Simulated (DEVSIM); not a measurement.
System: abrupt Si p-n junction, at 300 K.

```tsv
layer (left to right)	material	thickness (μm)	Nd (cm⁻³)	Na (cm⁻³)	τn (s)	τp (s)
1	Si	0.960	-	4.4e18	4.4e-7	4.4e-7
2	Si	0.250	2.9e16	-	4.4e-7	4.4e-7
```

Left contact: ohmic. Right contact: ohmic. Voltage is applied to the left contact. Recombination: SRH at mid-gap, Auger. Mobility is μmin + (μ − μmin)/(1 + (N/Nref)^α).

The device is made up for the run: typed textbook-type constants, with dimensions and the other settings drawn at random. Values at 300 K.

```tsv
parameter	Si
gap (eV)	1.124
affinity (eV)	4.05
permittivity	11.7
Nc (cm⁻³)	2.86e19
Nv (cm⁻³)	3.1e19
μn (cm²/Vs)	1417
μp (cm²/Vs)	470
μn,min	52
μp,min	45
Nref,n	9.7e16
Nref,p	2.2e17
αn	0.68
αp	0.72
Cn (cm⁶/s)	2.8e-31
Cp (cm⁶/s)	9.9e-32
```

Model (solved in DEVSIM): 1D drift-diffusion, Boltzmann statistics, complete ionisation; no tunnelling, impact ionisation, image-force lowering or self-heating.

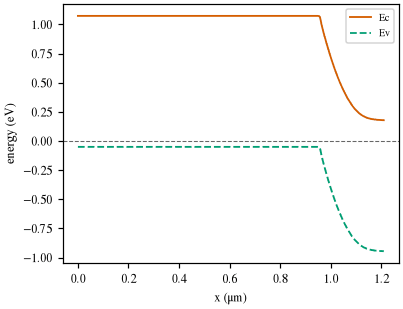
Figure. Band edges at zero bias

Energies count from the Fermi level of the right contact; mesh points crowd at the junctions.

```
x (μm)   Ec (eV)  Ev (eV)  n (cm⁻³)  p (cm⁻³)  field (V/cm)
-------  -------  -------  --------  --------  ------------
0.000      1.073   -0.050     < 1e2    4.4e18           ≈ 0
0.01345    1.073   -0.050     < 1e2    4.4e18           ≈ 0
0.03405    1.073   -0.050     < 1e2    4.4e18           ≈ 0
0.06918    1.073   -0.050     < 1e2    4.4e18           ≈ 0
0.1436     1.073   -0.050     < 1e2    4.4e18           ≈ 0
0.2334     1.073   -0.050     < 1e2    4.4e18           ≈ 0
0.3709     1.073   -0.050     < 1e2    4.4e18           ≈ 0
0.6147     1.073   -0.050     < 1e2    4.4e18           ≈ 0
0.7433     1.073   -0.050     < 1e2    4.4e18           ≈ 0
0.8272     1.073   -0.050     < 1e2    4.4e18           ≈ 0
0.8860     1.073   -0.050     < 1e2    4.4e18           ≈ 0
0.9298     1.073   -0.050     < 1e2    4.4e18           ≈ 0
0.9490     1.073   -0.051     < 1e2    4.4e18          -850
0.9610     1.028   -0.096       150    7.6e17       -120000
0.9807     0.860   -0.264    100000    1.1e15        -77000
1.003      0.702   -0.422     4.7e7    2.5e12        -67000
1.034      0.513   -0.611    6.9e10     1.7e9        -53000
1.085      0.305   -0.819    2.2e14    540000        -30000
1.142      0.200   -0.924    1.2e16      9400         -8100
1.172      0.185   -0.939    2.2e16      5200         -2900
1.192      0.181   -0.943    2.7e16      4400         -1500
1.210      0.178   -0.946    2.9e16      4000         -1200
```
